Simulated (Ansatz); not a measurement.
**AlF$_{2}$H$_{4}$N: density, localisation and related maps**

Input

```
crystal:
  periodic: [false, false, false]
  atoms:
    - { symbol: Al, position_ang: [0.032165, 0.247413, -0.028061] }
    - { symbol: H, position_ang: [-0.166043, 0.322194, 1.521302] }
    - { symbol: F, position_ang: [1.546032, 0.421185, -0.718923] }
    - { symbol: F, position_ang: [-1.279294, 0.059398, -1.050339] }
    - { symbol: "N", position_ang: [0.027022, -2.519729, 1.387802] }
    - { symbol: H, position_ang: [-0.684711, -2.69883, 0.666996] }
    - { symbol: H, position_ang: [0.96425, -2.640202, 0.981536] }
    - { symbol: H, position_ang: [-0.071421, -1.53753, 1.732387] }
basis:
  gaussian: { orbitals: def2-SVP }
hamiltonian:
  xc: blyp
relax:
  f_tol: 0.03
  max_steps: 50
output:
  orbitals: {}
```

Launched as:

```sh
ansatz run input.yaml --threads 1 --pin off --max-ram 2048MiB --backend cpu --events-out ev --progress --plain --runs-dir out
```

The fields are those of the run's last geometry, not of the input's.

Level of theory: RKS BLYP/def2-SVP (Ansatz).

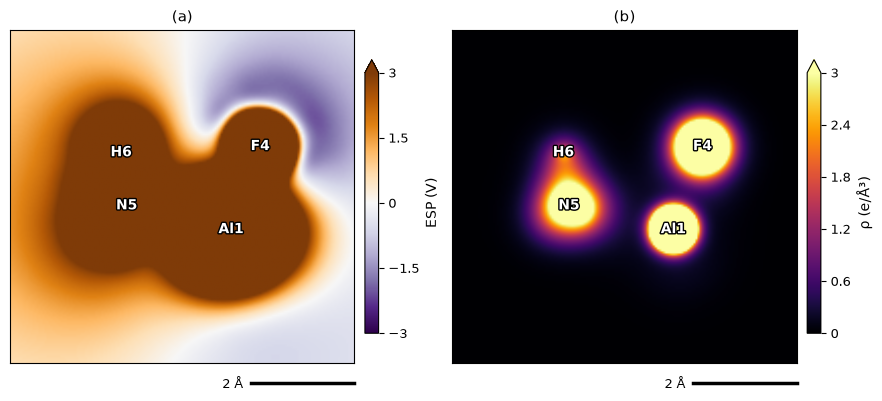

Figure 1. (a) molecular electrostatic potential; (b) electron density on the plane of atoms Al1, N5 and H6.

Read the bonding off the picture.

Answer.
- The plane passes through Al, F, N and H nuclei.
- Al–F (1.70 Å): ρ at the midpoint is about 0.74 e/Å³.
- Al–N (2.07 Å): ρ is about 0.46 e/Å³ halfway.
- N–H (1.03 Å): the density is about 2.8 e/Å³ at the midpoint.
- Outside the dense part of the molecule the potential is most negative (−2.0 V) near F4.

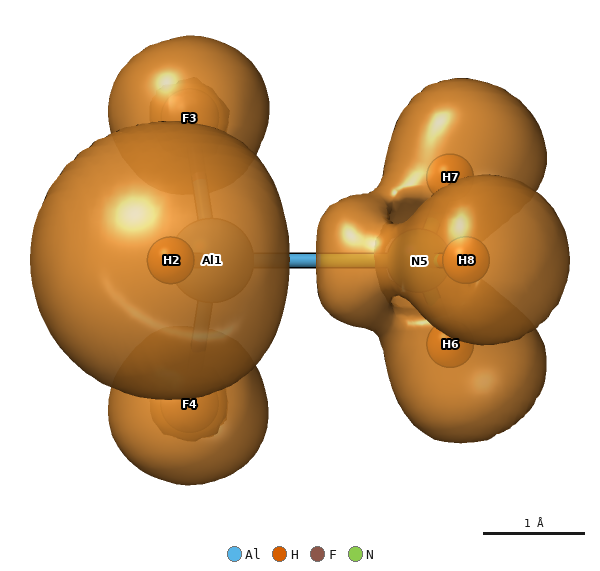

Figure 2. Isosurface of the ELF at 0.75 (orange), seen across its widest extent. Core shells and regions of very low density are left out.

What do the ELF domains correspond to?

Answer. The surface consists of one region around a hydrogen nucleus, two regions wrapped around F (the valence shell of each) and one joined region spread over several atoms (H, N), in which their bonds and any lone pairs are merged. Along the contacts the grid gives the following. Al–F (1.70 Å): the ELF peaks at about 0.85 in the valence shell of F, 0.6 Å from its nucleus, and is about 0.25 at the midpoint. Al–N (2.07 Å): the ELF peaks at about 0.95 in the valence shell of N, 0.8 Å from its nucleus, and is about 0.75 at the midpoint.

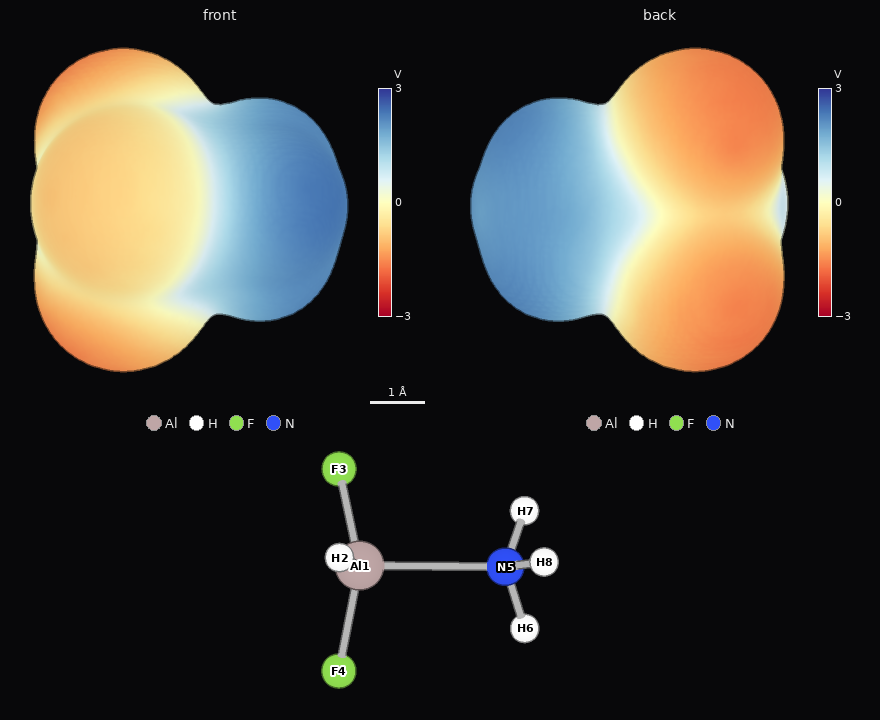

Figure 3. The molecular electrostatic potential painted on the density surface at 0.001 e/bohr³, seen from the front and from behind; the colour scale runs from red (negative) to blue (positive). The bare structure is drawn below in the same view.

Which sites attract a positive test charge, and which a negative one?

Answer. A positive charge is drawn to the negative regions and a negative charge to the positive ones. The most negative region (about −1.6 V, or −37 kcal/mol for a unit charge) lies over F3 and F4, the most positive (about +2.3 V, or +53 kcal/mol for a unit charge) over H8.
